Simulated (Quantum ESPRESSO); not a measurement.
# Pd (Palladium): phonons by linear response, part 3 of 3

How does Pd (Palladium) vibrate, and is this structure a minimum?

Quantum ESPRESSO 7.5; DFT LDA, scalar-relativistic, plane waves, GBRV ultrasoft pseudopotentials.

So far. Step 5 (Linear response on the mesh): The acoustic modes at Γ come out as far as 4.7 cm⁻¹ from zero, where they should vanish, a small numerical error. The relaxed cell has a = 3.845 Å (conventional setting).

### 7. Dispersion (continued)

Harmonic mean-square displacement, third of the trace. Mean-square displacements:

| T (K) | Pd1 U_eq (Å²) |
| --- | --- |
| 0 | 0.00117 |
| 100 | 0.00197 |
| 300 | 0.00497 |
| 600 | 0.00976 |

Mode patterns, pair constants, displacements and means over the zone were worked out by phonopy from the force constants of q2r.x.

All branches are real along the path.

### 8. Density of states

Sums over the zone need many more wavevectors than were solved, so the interpolation is sampled on a dense mesh.

The input, matdyn.in:

```
&input
   asr = 'crystal'
   flfrc = 'x.fc'
   dos = .true.
   fldos = 'x.dos'
   nk1 = 20
   nk2 = 20
   nk3 = 20
   deltaE = 0.3
/
```

Run with:

```
$ matdyn.x -in matdyn.in > matdyn.out
```

Numbers of over 12 decimals in the logs are rounded to 6 here.

The program printed:

```text
[banner, memory and clock lines left out]
Program MATDYN v.7.5

 mass for atomic type   1 not given; uses mass from file x.fc
 Norm of the difference between old and new effective charges:    0.000000

 Norm of the difference between old and new force-constants:   3.8248e-05

     Message from routine matdyn:
     Z* not found in file x.fc, TO-LO splitting at q=0 will be absent!

Note: The following floating-point exceptions are signalling: IEEE_UNDERFLOW_FLAG
```

Run time: 4.4 s. Hardware: 1 thread of Arm Neoverse V1, shared host.

Read from the output:

```yaml
share_of_modes_beyond_3i_cm_minus1_on_the_dense_interpolated_mesh: 0
zero_point_energy_per_atom: 29.14 meV
heat_capacity_at_300_k: 23.70 J/(mol atoms K)
vibrational_entropy_at_300_k: 34.20 J/(mol atoms K)
```

Tetrahedra. Phonon density of states against wavenumber; read off at these points:

```
wavenumber (cm⁻¹)  phonon density of states (1/cm⁻¹/cell)
              0.0                                       0
             10.0                                  5.7e-5
             20.0                                  4.6e-4
             30.0                                 0.00113
             40.0                                 0.00187
             50.0                                 0.00275
             60.0                                 0.00387
             70.0                                 0.00516
             80.0                                 0.00667
             90.0                                 0.00868
            100.0                                  0.0114
            110.0                                  0.0157
            120.0                                  0.0249
            130.0                                  0.0252
            140.0                                  0.0257
            150.0                                  0.0261
            160.0                                  0.0188
            170.0                                  0.0159
            180.0                                  0.0140
            190.0                                  0.0116
            200.0                                 0.00544
            210.0                                  0.0197
            220.0                                  0.0333
            223.5                                  0.0345
            230.0                                  0.0170
            240.0                                 0.00525
```

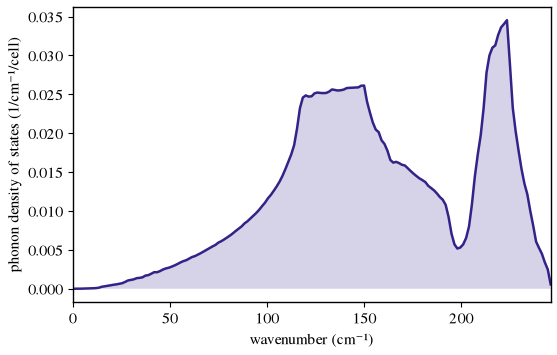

Phonon density of states, plotted against wavenumber.

Harmonic thermodynamic functions per atom, summed over the density of states scaled to three modes an atom; melting is ignored. Thermodynamic functions:

| T (K) | F_vib (meV/atom) | S (J/mol-atom/K) | C_V (J/mol-atom/K) |
| --- | --- | --- | --- |
| 0 | 29.14 | 0 | 0 |
| 50 | 28.73 | 2.91 | 6.996 |
| 100 | 25.14 | 11.1 | 16.52 |
| 200 | 6.04 | 24.85 | 22.29 |
| 300 | -24.84 | 34.2 | 23.7 |
| 400 | -64.03 | 41.11 | 24.23 |
| 500 | -109.5 | 46.55 | 24.49 |
| 600 | -160.2 | 51.02 | 24.62 |
| 700 | -215.1 | 54.83 | 24.71 |
| 800 | -273.6 | 58.13 | 24.76 |
| 900 | -335.4 | 61.05 | 24.8 |
| 1000 | -400.1 | 63.66 | 24.83 |

At 300 K the heat capacity has reached 95 % of the Dulong-Petit value.

### 9. The dispersion under another sum rule (asr no)

The sum rule corrects the force constants themselves, so it can shift branches at any wavevector, low ones most.

The input, matdyn.in:

```
&input
   asr = 'no'
   flfrc = 'x.fc'
   flfrq = 'x.freq'
   flvec = 'x.modes'
   q_in_band_form = .true.
   q_in_cryst_coord = .true.
/
8
  0.0000000   0.0000000   0.0000000   8  ! GAMMA
  0.5000000   0.0000000   0.5000000   8  ! X
  0.6250000   0.2500000   0.6250000   1  ! U
  0.3750000   0.3750000   0.7500000   8  ! K
  0.0000000   0.0000000   0.0000000   8  ! GAMMA
  0.5000000   0.5000000   0.5000000   8  ! L
  0.5000000   0.2500000   0.7500000   8  ! W
  0.5000000   0.0000000   0.5000000   1  ! X
```

Run with:

```
$ matdyn.x -in matdyn.in > matdyn.out
```

The program printed:

```text
[banner, memory and clock lines left out]
Program MATDYN v.7.5

 mass for atomic type   1 not given; uses mass from file x.fc
     Message from routine matdyn:
     Z* not found in file x.fc, TO-LO splitting at q=0 will be absent!
     Message from routine matdyn:
     Z* not found in file x.fc, TO-LO splitting at q=0 will be absent!

Note: The following floating-point exceptions are signalling: IEEE_UNDERFLOW_FLAG
```

The job ended after 0.46 s (1 thread).

Numbers from this step:

* lowest frequency on the path: -4.683 cm⁻¹

Matdyn.x, sum rule no. Phonon branches along the path, in cm⁻¹:

| point | branch 1 | branch 2 | branch 3 |
| --- | --- | --- | --- |
| Γ | -5 | -5 | -5 |
| X | 165 | 165 | 239 |
| U | 148 | 188 | 216 |
| jump to K | 148 | 188 | 216 |
| Γ | -5 | -5 | -5 |
| L | 117 | 117 | 247 |
| W | 152 | 200 | 200 |
| X | 165 | 165 | 239 |

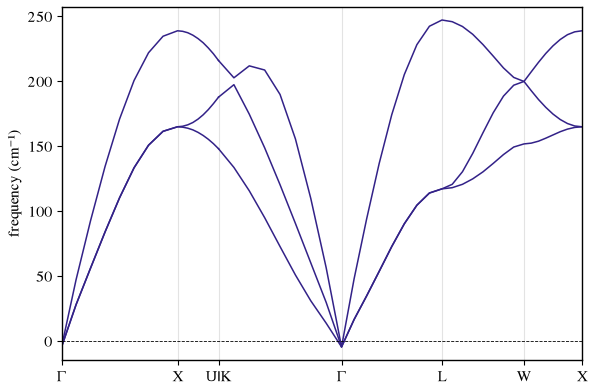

Phonon branches along the path.

At the labelled points the branches move by no more than 4.8 cm⁻¹.

### 10. What came out

```yaml
space_group_after_relaxation: Fm-3m
volume_per_atom: 14.2 Å³
q_mesh: 4×4×4
lowest_mode_on_the_q_mesh_acoustic_ones_at_the_zone_centre_apart: 72.6 cm⁻¹
zero_point_energy_per_atom: 29.1 meV
heat_capacity_at_300_k: 23.7 J/(mol atoms K)
vibrational_entropy_at_300_k: 34.2 J/(mol atoms K)
imaginary_modes_on_the_q_mesh: none
```

**Reading.** Pd (Palladium) is dynamically stable on the 4×4×4 mesh; its spectrum reaches 247 cm⁻¹. These are harmonic frequencies at zero temperature: anharmonic shifts and linewidths and thermal expansion are left out. In a metal the frequencies hang on the k mesh and the smearing, most of all near Kohn anomalies.

[Host names and launcher messages were left out of these logs when they were recorded.]

[Logs are printed without paths, hosts, clocks, repeated set-up lines and the standing remarks that a program may print on its own settings, such as how far it seeks lower states.]

[Hosts, paths, dates, database ids (printed as entryN), source tags and the programs' standing remarks are cut or masked in the printed files.]
